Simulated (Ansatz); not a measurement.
# CH3Cl···OH (charge −1): what the fields show

```xyz
7

Cl   -2.3012   -0.6129    0.8141
C    -0.4351   -0.1876    0.1992
O     1.7321    0.2144   -0.4479
H    -0.5634   -0.1822   -0.8682
H    -0.2680    0.7623    0.6742
H     0.1216   -1.0160    0.5997
H     1.7138    1.0221   -0.9712
```

A transition-state structure; geometry: PBE0-D4/def2-TZVP.

These are results of RKS PBE0-D4/def2-TZVPPD (Ansatz), not measurements.

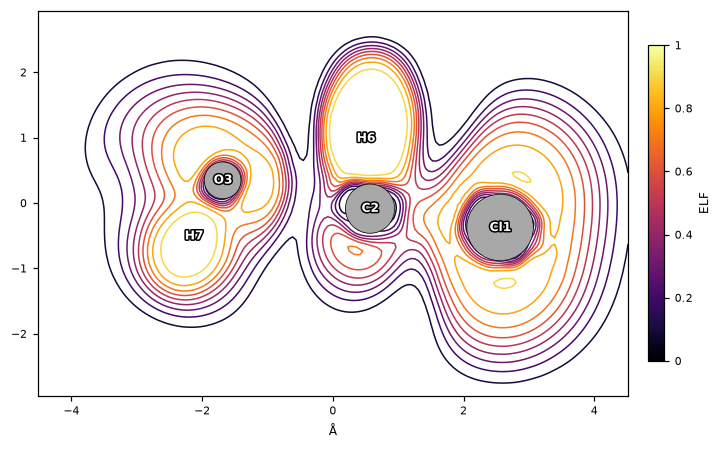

Figure 1. ELF on the plane of atoms Cl1, C2 and H6. Grey discs cover the atomic cores.

Q: What do the fields say about this system?

A:
- The plane passes through Cl, C, O and H nuclei.
- C2···O3 (2.30 Å): the ELF is about 0.20 at the midpoint.
- C–Cl (2.01 Å): the ELF peaks at about 0.85 between the atoms; localised, covalent bonding.
- O–H (0.96 Å): the ELF climbs to about 1 towards the hydrogen, as it does in any bond to H; a covalent bond by its length.
- C–H (1.08 Å): the ELF climbs to about 1 towards the hydrogen; an ordinary covalent bond to hydrogen.
- The ELF also peaks beside Cl1 and O3, away from the bonds: lone-pair regions.

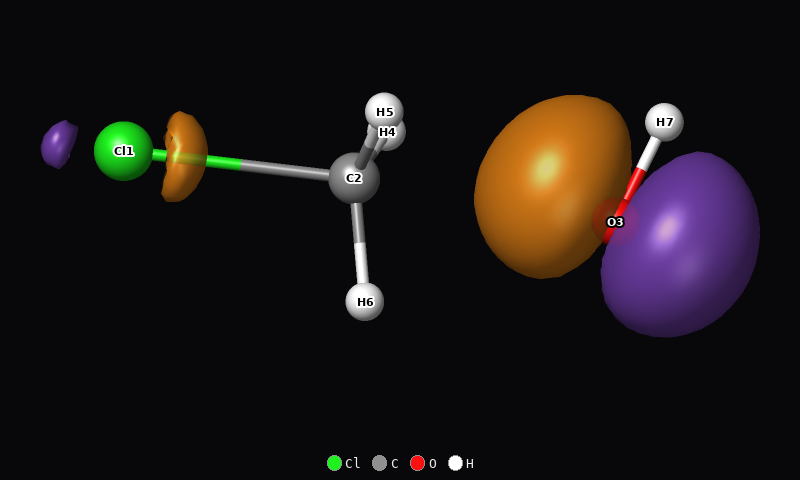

Figure 2. The HOMO at ±0.2 Å⁻³ᐟ² (orange and purple are the two phases), seen across its widest extent.

Q: What is the character of this orbital?

A: Its weight (Hirshfeld) is mainly on O3 (about 75 %), Cl1 (about 10 %) and H7 (about 5 %); largely a lone pair of O3. Its energy is −0.84 eV.

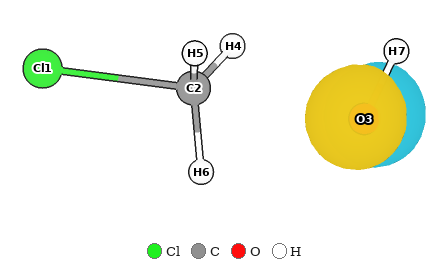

Figure 3. The HOMO−1 at ±0.3 Å⁻³ᐟ² (yellow and cyan are the two phases), seen at a tilt.

Q: Where does this orbital lie, and at what energy?

A: Its weight (Hirshfeld) is mainly on O3 (about 85 %) and H7 (about 10 %); largely a lone pair of O3. Its energy is −0.87 eV.
